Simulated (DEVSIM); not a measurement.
System: Mo/SiO2/n-Ge capacitor, at 250 K.

```csv
layer (left to right),material,thickness (nm),Nd (cm⁻³)
1,SiO2,8.80,-
2,Ge,7900,5.6e15
```

Metal gate on the left, work function 4.6 eV. Fixed charge at the semiconductor interface -1e11 cm⁻² (in units of +e); interface traps 1e10 cm⁻² eV⁻¹, uniform in energy, neutral level at 0.3 of the gap above the valence band.

This is a model device: material constants are rounded textbook-type values typed into the input, and sizes, dopings and lifetimes were drawn at random. Values at 300 K; Nc and Nv go as T^1.5, mobilities as T to minus their exponent, the gap by Varshni's rule with the affinity fixed.

```
parameter         SiO2        Ge
----------------  ----  --------
gap (eV)             9     0.664
affinity (eV)      0.9         4
permittivity       3.9        16
Nc (cm⁻³)            -   1.04e19
Nv (cm⁻³)            -      6e18
Varshni α (eV/K)     -  0.000477
Varshni β (K)        -       235
```

DEVSIM, 1D Poisson equation in equilibrium, Boltzmann statistics, complete ionisation; no quantum confinement or tunnelling. Metal contacts follow the ideal Schottky-Mott rule: no Fermi-level pinning, no interface dipoles.

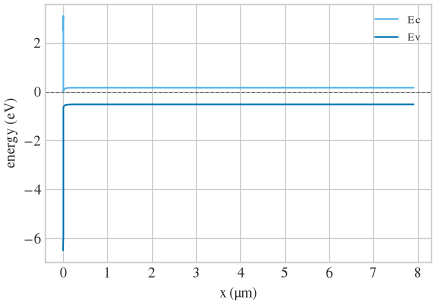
*Band edges at 1.2 V on the gate*

Energies count from the Fermi level of the right contact; mesh points crowd at the junctions.

```
x (μm)    Ec (eV)  Ev (eV)  n (cm⁻³)  p (cm⁻³)  field (V/cm)
--------  -------  -------  --------  --------  ------------
0.000       2.500   -6.500     < 1e2     < 1e2        690000
0.001442    2.600   -6.400     < 1e2     < 1e2        690000
0.004046    2.780   -6.220     < 1e2     < 1e2        690000
0.007004    2.986   -6.014     < 1e2     < 1e2        690000
0.008924    0.011   -0.671    4.6e18    130000        150000
0.01064     0.032   -0.651    1.8e18    340000         93000
0.01487     0.059   -0.623    5.0e17   1200000         48000
0.03054     0.101   -0.581    7.2e16   8700000         16000
0.06292     0.131   -0.552    1.8e16     3.4e7          5400
0.1366      0.150   -0.533    7.4e15     8.3e7          1100
0.3190      0.156   -0.527    5.7e15     1.1e8            45
0.9931      0.156   -0.527    5.6e15     1.1e8           ≈ 0
2.307       0.156   -0.527    5.6e15     1.1e8           ≈ 0
5.095       0.156   -0.527    5.6e15     1.1e8           ≈ 0
7.021       0.156   -0.527    5.6e15     1.1e8           ≈ 0
7.542       0.156   -0.527    5.6e15     1.1e8           ≈ 0
7.752       0.156   -0.527    5.6e15     1.1e8           ≈ 0
7.845       0.156   -0.527    5.6e15     1.1e8           ≈ 0
7.889       0.156   -0.527    5.6e15     1.1e8           ≈ 0
7.901       0.156   -0.527    5.6e15     1.1e8           ≈ 0
7.906       0.156   -0.527    5.6e15     1.1e8           ≈ 0
7.909       0.156   -0.527    5.6e15     1.1e8           ≈ 0
```
